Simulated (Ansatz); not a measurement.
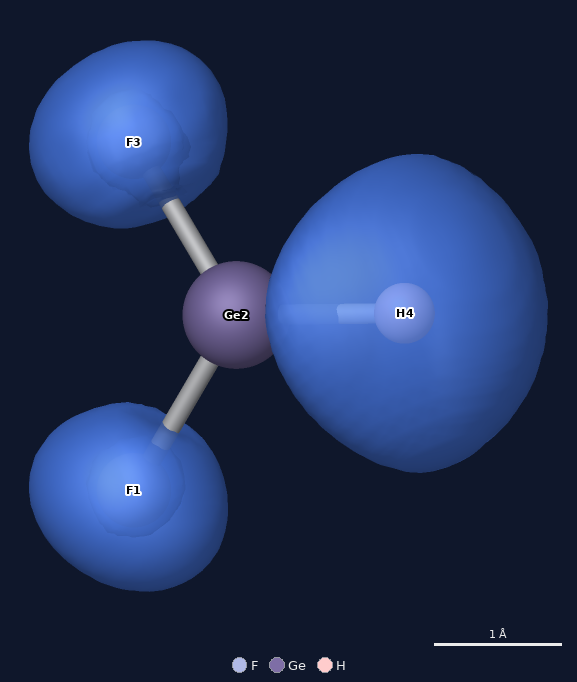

Figure. F₂GeH (charge +1). Isosurface of the ELF at 0.75 (blue), seen at a tilt. Core shells and regions of very low density are left out.

Geometry: PBE0-D4/def2-TZVP.

Method: RKS PBE0-D4/def2-TZVPP in Ansatz.

Question: What do the ELF domains correspond to?

Answer: At this value the surface marks out one region around a hydrogen nucleus and two regions wrapped around F (the valence shell of each). Profiles from the grid: Ge–F (1.66 Å): the ELF peaks at about 0.80 in the valence shell of F, 0.6 Å from its nucleus, and is about 0.25 at the midpoint. Ge–H (1.52 Å): the ELF climbs to about 1 towards the hydrogen.
